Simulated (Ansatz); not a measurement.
# InRh (Pm-3m): phonons and vibrational spectra

The cell of InRh (Pm-3m) is at rest. What are its phonons? After the zone centre comes a 4×4×4 q mesh on a 16×16×16 k mesh.

Main program and level: Ansatz 0.2.0; DFT PBEsol, scalar-relativistic, plane waves, PAW; PAW set soft_1.

### Step 1. Set-up

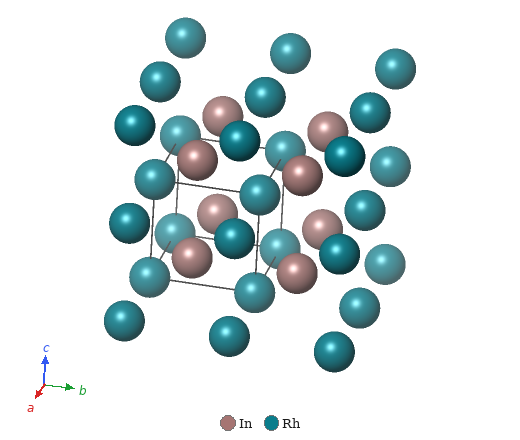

The starting structure, seen from a free direction (indium brown, rhodium blue). 2×2×2 cells are drawn. Some periodic images of atoms are drawn too.

### Step 2. Linear response at the zone centre

The cell comes from relaxations at this level that are not shown. The zone centre comes first: it holds the modes that light can see, as far as symmetry allows. No field response is asked, since the mesh shows no gap.

File input.yaml:

```yaml
crystal:
  lattice:
    - [3.1889689132, 0.0, 0.0]
    - [0.0, 3.1889689132, 0.0]
    - [0.0, 0.0, 3.1889689132]
  atoms:
    - { symbol: In, position: [0.5, 0.5, 0.5] }
    - { symbol: Rh, position: [0.0, 0.0, 0.0] }
kpoints:
  mp_grid: { grid: [16, 16, 16] }
hamiltonian:
  xc: pbesol
  pseudopotentials: { kind: paw, azcp: { folder: soft_1 }, xc_functional: pbe }
scf:
  occupations: { method: methfessel_paxton, width: 0.2 }
output:
  eigenvalues: true
phonons:
  method: dfpt
```

Started as:

```
$ ansatz run input.yaml --threads 4 --pin off --max-ram 10240MiB --backend cpu --events-out ev --progress --plain --runs-dir out
```

Numbers of over 12 decimals in the logs are rounded to 6 here.

What it wrote:

```text
Engine: ansatz 0.2.0, aarch64-unknown-linux-gnu
Pseudopotentials: kind: paw
Pseudopotential: In, paw, valence charge 13, recommended cutoff 420 eV (normal), soft_1/In.paw.azcp
Pseudopotential: Rh, paw, valence charge 17, recommended cutoff 420 eV (normal), soft_1/Rh.paw.azcp
Functional definition: PBEsol
  exchange = pbesol_x
  correlation = pbesol_c
Crystal: 2 atoms, lattice volume = 32.430 Å³
Basis set: ecut = 420 eV, 619 PW (Γ), exchange–correlation on 48×48×48 points (8 copies of the dense FFT grid, shifted against one another)
Bands: 19, of which v1, the nominal top of the filled ones, is band 15 counted from 1 (14 counted from 0)
Symmetry: 48 space group operations
k-points: 405 of 4096 (irreducible under 8 space group operations, time reversal used)
Non-local potential: In, projectors of the file, l = 0: 2, l = 1: 2, l = 2: 2, l = 3: 1
Non-local potential: Rh, projectors of the file, l = 0: 3, l = 1: 2, l = 2: 2, l = 3: 1
PAW form: soft (Blöchl's): semilocal exchange-correlation on the pseudo side does not see the compensation charge
PAW frozen core: In, regenerated for the run's functional, and the local potential with it (the file was generated under x = pbe(κ = 0.804, μ = 0.219515), c = pbe(β = 0.066725))
PAW frozen core: Rh, regenerated for the run's functional, and the local potential with it (the file was generated under x = pbe(κ = 0.804, μ = 0.219515), c = pbe(β = 0.066725))
PAW one-centre angular grid: In, 590 points (default); XC on 64 Gauss nodes
PAW one-centre angular grid: Rh, 590 points (default); XC on 64 Gauss nodes
Initial density: superposition of atomic densities (chi_scale 0.1, normalization cell, long waves kept (reshape's long-wave potential 0.00 eV rms))
Initial wavefunctions: pseudopotential atomic-orbital guess
Functional: x = pbesol(κ = 0.804, μ = 0.123457), c = pbesol(β = 0.046)
SCF iter   1: F=—  HF=-11866.078338 eV  |F-HF|=—  |Δ(HF+E_count)|=         —  Δρ=1.12e-1  dr2=4.91e0  ethr=3.10e-3  ⟨swp⟩=4.8  Hψ=31425  notcnv=0
preconditioner: auto → none  [metal: Δε(μ)=0.040 eV  Ē_g=13.748 eV  σ=0.200 eV  W_gap=0.17  n_scr=6 (ndim 8)  ℏωp=30.6 eV  f_vac=0.000  D(μ)=1.07/eV (n_scr^D=6)  sad-step TF]
SCF iter   2: F=—  HF=-11865.484656 eV  |F-HF|=—  |Δ(HF+E_count)|=   5.94e-1  S|Δr|=    0.00e0  Δρ=6.62e-2  dr2=1.89e0  ethr=3.10e-3  ⟨swp⟩=2.2  Hψ=13622  notcnv=0
SCF iter   3: F=—  HF=-11865.126428 eV  |F-HF|=—  |Δ(HF+E_count)|=   3.58e-1  S|Δr|=    0.00e0  Δρ=6.26e-3  dr2=8.53e-3  ethr=3.10e-3  ⟨swp⟩=2.0  Hψ=11320  notcnv=0
SCF iter   4: F=—  HF=-11865.126416 eV  |F-HF|=—  |Δ(HF+E_count)|=   1.28e-5  S|Δr|=    0.00e0  Δρ=2.39e-3  dr2=1.58e-3  ethr=2.84e-5  ⟨swp⟩=2.0  Hψ=13458  notcnv=0
SCF iter   5: F=—  HF=-11865.125529 eV  |F-HF|=—  |Δ(HF+E_count)|=   8.87e-4  S|Δr|=    0.00e0  Δρ=3.99e-4  dr2=5.36e-5  ethr=5.27e-6  ⟨swp⟩=2.0  Hψ=11284  notcnv=0
SCF iter   6: F=—  HF=-11865.125524 eV  |F-HF|=—  |Δ(HF+E_count)|=   4.48e-6  S|Δr|=    0.00e0  Δρ=4.09e-5  dr2=2.30e-7  ethr=1.79e-7  ⟨swp⟩=2.5  Hψ=11881  notcnv=0
SCF iter   7: F=—  HF=-11865.125523 eV  |F-HF|=—  |Δ(HF+E_count)|=   8.08e-7  S|Δr|=    0.00e0  Δρ=6.60e-6  dr2=1.01e-8  ethr=7.66e-10  ⟨swp⟩=2.0  Hψ=13443  notcnv=0
SCF iter   8: F=—  HF=-11865.125523 eV  |F-HF|=—  |Δ(HF+E_count)|=   1.63e-9  S|Δr|=    0.00e0  Δρ=6.10e-7  dr2=8.92e-11  ethr=3.36e-11  ⟨swp⟩=2.1  Hψ=9750  notcnv=0
SCF iter   9: F=-11865.125523 eV  HF=-11865.125523 eV  |F-HF|=0.00e0  |Δ(HF+E_count)|=  7.28e-12  S|Δr|=    0.00e0  Δρ=3.21e-8  dr2=1.66e-13  ethr=1.00e-12  ⟨swp⟩=5.1  Hψ=31305  notcnv=0
the search or the solves at the SCF's close seem to have found levels that the self-consistency loop had missed (the run counts 2). By its estimate they hold under 1e-12 electrons; where the run keeps them, the occupations were computed again with them
SCF 1 converged in 9 iterations: F = -11865.125523 eV  dr2 = 1.66e-13
  greatest PAW one-centre occupation: 0.999 electrons in one spin orbital (limit 2), on the Rh atom at site 1 (counted from 0), in its partial waves of l = 0
DFPT response loops at Γ: preconditioner auto → Kerker (q_TF=auto, 2.693 Å⁻¹) (partly filled bands, converged f_vac=0.000); β = 1.00, the filter's whole step (`scf.mixing.beta` (0.50) is not read by the response loops under this deck's `scf.mixing.preconditioner`; to damp them name `kerker` or `kerker_dos`, under which they read `scf.mixing.beta`, and type it under 1.00, their step now; both keys bind the ground state too); Broyden in place of MSR1
SCF converged after 9 iterations
Stability not checked: this state was not tested for a lower state beside it, because cold or Methfessel-Paxton smearing, or corrected tetrahedra, fill the levels in a way that the test cannot read (fill_not_monotonic; see scf.lower_state_search)
Free energy (F): -11865.125523 eV
Harris-Foulkes:  -11865.125523 eV  (|F-HF|=0.00e0)
Internal energy: -11865.122677 eV  (E = F + TS)
E sigma→0 (E₀):  -11865.124812 eV
Entropy (-TS):   -0.002847 eV (-1.423 meV/atom)
Fermi energy:    18.284241 eV
Step filling:    the computed levels leave a gap of 0.0000 eV = 0.0 smearing widths at the electron count; against every level under it full and every level over it empty, smearing changes F+E_penalty+E_count by -1.926 meV and its σ→0 estimate by -1.214 meV
--- Per-component energies (eV) ---
  E_band       = -70.941046
  E_kinetic    = 760.856619
  E_local      = -2450.671455  (includes V_loc(G=0)·N_el)
  E_nonlocal   = 631.892517
  E_hartree    = 950.181662
  E_xc         = -343.121852
  E_vxc        = -343.523651  (∫ρ·V_xc dr)
  E_paw        = -7680.631300  (= ΣΔE_a)
  E_vpaw       = -569.858589  (= ΣTr[D̂ρ^β])
  E_aug_tail   = 0.000170  (compensation charges beyond the density's cutoff)
  E_ewald      = -3734.141143
  E_core_change = 0.512104  (= ΣΔE_core)
  E_smearing   = -0.002847  (= −TS)
  E_closure    = 0.000000  (closes the sum)
  Σ components = -11865.125523   (vs F -11865.125523, Δ=0.00e0)
--- Band table (eV; the first three rows and the last of 405) ---
  k-point 0: bands = [... 11 lower, 14.8393, 17.0354, 17.0354, 17.0354, 22.8411, 22.8411, 22.8411, 29.3223]
  k-point 1: bands = [... 11 lower, 14.8497, 16.9596, 16.9596, 17.0308, 22.4274, 22.9993, 22.9993, 29.5125]
  k-point 2: bands = [... 11 lower, 14.8661, 16.7589, 16.7589, 17.0178, 21.4704, 23.4473, 23.4473, 29.5927]
  k-point 404: bands = [... 11 lower, 13.4257, 17.8028, 17.8028, 18.5595, 22.5584, 22.5584, 22.5584, 23.9854]
--- Phonons (Γ-DFPT): 2 representative perturbations + reference, on 405 of 4096 k-points (Σ response iterations 6) ---
  k mesh reduced under 8 symmetry operations, with k and −k counted as one. Each operation leaves every solved perturbation unchanged. A smaller set is not used because it would not reduce the number of displacements times k-points to solve
  ASR residual: 5.644e-5 → 0.000e0 eV/Å²; symmetrization residual: 5.993e-6 eV/Å²
  ASR residual per site (eV/Å²): 2.70e-5 5.64e-5
  Γ frequencies (cm⁻¹): 0.00 0.00 0.00 178.17 178.17 178.17
  non-analytic LO–TO correction: not included (Born effective charges unavailable; polar crystals: no LO–TO splitting at Γ)
```

Wall time 19 s (4 threads of Arm Neoverse V1, shared host); peak memory 0.97 GiB; 69 s of CPU time.

The column dr2 measures how far the density is from self-consistency, as an energy; F and HF (Harris–Foulkes) agree once it is small.

This step gave:

| Item | Value |
| --- | --- |
| volume per atom | 16.22 Å³ |
| gap on the k-mesh | 0 eV |
| sum-rule residual before enforcement | 5.64e-5 eV/Å² |
| point group | m-3m |
| highest optical mode at the zone centre (no LO-TO term) | 178.2 cm⁻¹ |
| lowest optical zone-centre mode | 178.2 cm⁻¹ |

Patterns of degenerate modes are one choice out of their space. The modes at Γ (shares of kinetic energy by element, %):

| mode | frequency (cm⁻¹) | symmetry | In % | Rh % |
| --- | --- | --- | --- | --- |
| 1 | 0.0 | acoustic | 53 | 47 |
| 2 | 0.0 | acoustic | 53 | 47 |
| 3 | 0.0 | acoustic | 53 | 47 |
| 4 | 178.2 | T1u | 47 | 53 |
| 5 | 178.2 | T1u | 47 | 53 |
| 6 | 178.2 | T1u | 47 | 53 |

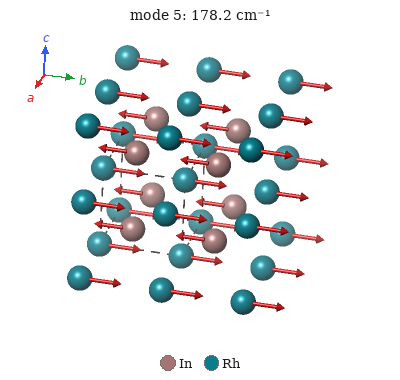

Displacement patterns of mode 5 at Γ; arrows are exaggerated. 2×2×2 cells are drawn. Some periodic images of atoms are drawn too.

Before it was imposed, the acoustic sum rule was missed by 5.6e-5 eV/Å². Small misses are needed for a sound result but don't prove that mesh and cutoff are converged. The lowest optical mode is real, 178 cm⁻¹.

[end of part 1 of 2]

[Logs are printed without paths, hosts, clocks, repeated set-up lines and the standing remarks that a program may print on its own settings, such as how far it seeks lower states.]

[Hosts, paths, dates, database ids (printed as entryN), source tags and the programs' standing remarks are cut or masked in the printed files.]
